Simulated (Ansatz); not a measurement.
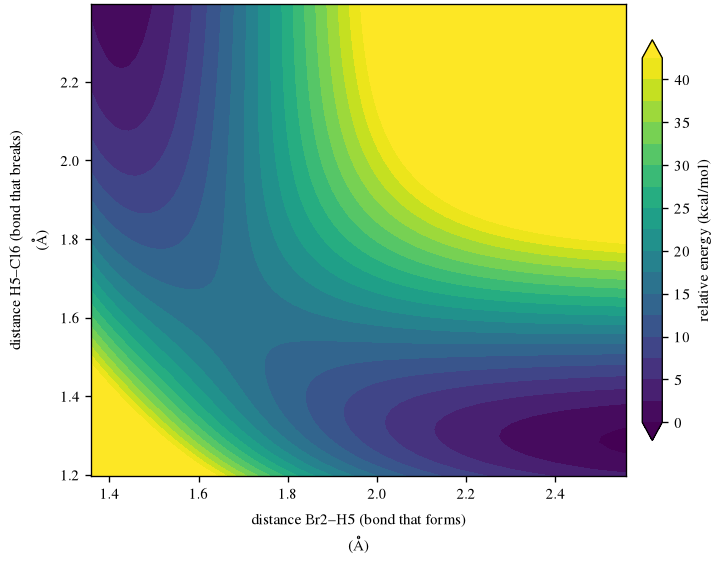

Energy landscape of the reacting system AlBrClH3 (fragments AlBrH₂ + ClH where the first distance is long, AlClH₂ + BrH where the second is long). First axis: distance Br2–H5 (bond that forms). Second axis: distance H5–Cl6 (bond that breaks). Relaxed at each point: all other coordinates. Grid: 13 × 13 points. Points are written as (first, second). All energies are given in kcal/mol relative to the lowest grid point. The reference is spin-restricted, so regions where a bond is pulled apart into radicals lie too high. All numbers below come from RHF/def2-SVP (Ansatz).

The picture shows filled contours, one colour for all values above the top of the scale. Between grid points the surface is interpolated. 

### Summarise what can be read from the map.

The lowest grid point is at (2.559 Å, 1.251 Å). It lies in a valley that leaves the map towards separated partners. The highest grid point, (1.359 Å, 1.197 Å), lies 101 kcal/mol above the lowest. On the interpolated surface the lowest path from the side where the first distance is long, about (2.56 Å, 1.28 Å), to the side where the second distance is long, about (1.43 Å, 2.40 Å), has its top at about (1.69 Å, 1.60 Å), about 16 kcal/mol above the start and 15 kcal/mol above the end.

The values on the grid:

| second ↓, first → | 1.359 | 1.413 | 1.487 | 1.571 | 1.663 | 1.761 | 1.864 | 1.971 | 2.082 | 2.197 | 2.314 | 2.435 | 2.559 |
| --- | --- | --- | --- | --- | --- | --- | --- | --- | --- | --- | --- | --- | --- |
| 2.397 | 2 | 1 | 2 | 6 | 14 | 22 | 33 | 43 | 54 | 64 | 74 | 83 | 90 |
| 2.273 | 3 | 2 | 3 | 7 | 14 | 22 | 32 | 42 | 52 | 62 | 70 | 78 | 84 |
| 2.152 | 5 | 4 | 4 | 8 | 14 | 22 | 31 | 41 | 50 | 58 | 65 | 71 | 76 |
| 2.035 | 8 | 6 | 6 | 9 | 15 | 22 | 30 | 38 | 46 | 53 | 59 | 63 | 67 |
| 1.920 | 12 | 9 | 9 | 11 | 15 | 21 | 28 | 34 | 40 | 46 | 50 | 54 | 56 |
| 1.809 | 17 | 13 | 12 | 12 | 15 | 20 | 25 | 30 | 34 | 38 | 41 | 43 | 45 |
| 1.702 | 23 | 18 | 15 | 14 | 15 | 18 | 21 | 24 | 27 | 29 | 31 | 32 | 33 |
| 1.599 | 30 | 25 | 20 | 17 | 16 | 16 | 17 | 18 | 19 | 20 | 21 | 22 | 22 |
| 1.501 | 40 | 33 | 26 | 20 | 17 | 15 | 14 | 13 | 13 | 13 | 12 | 12 | 12 |
| 1.409 | 53 | 43 | 33 | 25 | 19 | 15 | 12 | 10 | 8 | 7 | 6 | 5 | 4 |
| 1.325 | 67 | 56 | 43 | 33 | 24 | 18 | 13 | 9 | 6 | 4 | 2 | 1 | 0 |
| 1.251 | 85 | 71 | 56 | 42 | 32 | 23 | 16 | 11 | 8 | 5 | 3 | 1 | 0 |
| 1.197 | 101 | 85 | 68 | 52 | 40 | 30 | 22 | 16 | 12 | 9 | 6 | 4 | 3 |

The input of one point:

```yaml
crystal:
  periodic: [false, false, false]
  atoms:
    - { symbol: Al, position_ang: [-0.342775, -0.536812, -0.645177] }
    - { symbol: Br, position_ang: [1.949281, -0.538757, -0.273371] }
    - { symbol: H, position_ang: [-0.849454, 0.351954, -1.831469] }
    - { symbol: H, position_ang: [-1.153471, -1.693594, 0.031985] }
    - { symbol: H, position_ang: [0.812949, 1.095344, 1.335027] }
    - { symbol: Cl, position_ang: [-0.416432, 1.321865, 1.383105] }
basis:
  gaussian: { orbitals: def2-SVP }
hamiltonian:
  xc: hf
output:
  forces: true
relax:
  f_tol: 0.02
  max_steps: 50
  escape_saddle: false
  constraints: [{ distance: [1, 4] }, { distance: [4, 5] }]
scf:
  lower_state_search: "off"
```

Each point was launched as `ansatz run input.yaml --threads 1 --pin off --max-ram 2560MiB --backend cpu --events-out ev --progress --plain --runs-dir out`. Time for the 169 points that were run: 19 min on 1 thread of AMD EPYC 7R43 64-Core Processor (Zen 3), with other jobs on the host.
